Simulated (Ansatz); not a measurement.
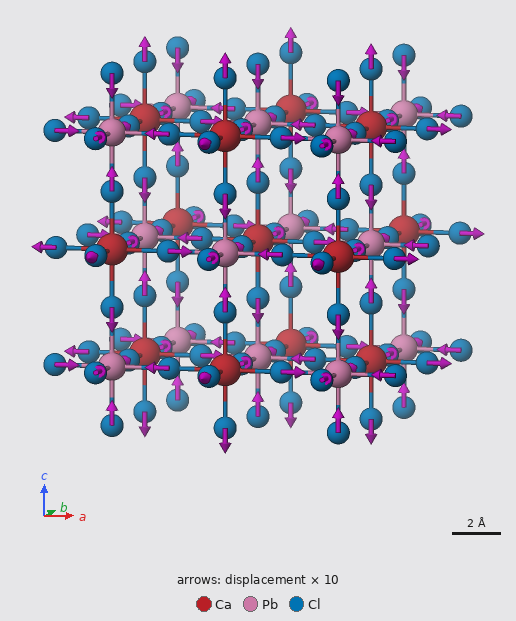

A relaxation of crystalline CaPbCl₆ (built on the MgZrF6-225 type type). The starting structure is drawn; purple arrows show the displacements (the part carried along by the change of the cell is left out), 10 times their true length.

The picture is a ball-and-stick view of the conventional cell (4 times the calculation's cell), seen slightly off an axis. Lengths and directions refer to the drawn axes.

Computed with Ansatz, DFT, PBEsol, plane waves, PAW. Settings: plane-wave cutoff 420 eV; k-point mesh 4 × 4 × 4; occupations fermi dirac; smearing width 0.03 eV; no spin polarisation; cell and atoms relaxed; force threshold 0.01 eV/Å; at most 120 steps.

**Describe the change and its energy.**

The largest moves relative to the cell, 0.11 Å, are those of Cl atoms. Ca and Pb stay in place. Cell: a = b = c 9.901 → 10.457 Å (+5.6 %). Volume +17.8 %. Near-neighbour distances that change, for instance: Ca–Cl 2.452 → 2.699 Å, Cl–Pb 2.499 → 2.529 Å. The space group stays Fm-3m (No. 225). After 3 accepted moves (4 points after the start) the energy has fallen by 122 meV per atom. Largest force component: 1.2 eV/Å at the start, 0.0043 eV/Å at the end. The pressure goes from 5.92 to 0.05 GPa. At 1 point the geometry stayed and the basis and grid were re-selected for the new cell (energy shift of 0.3 meV per atom at most each time).
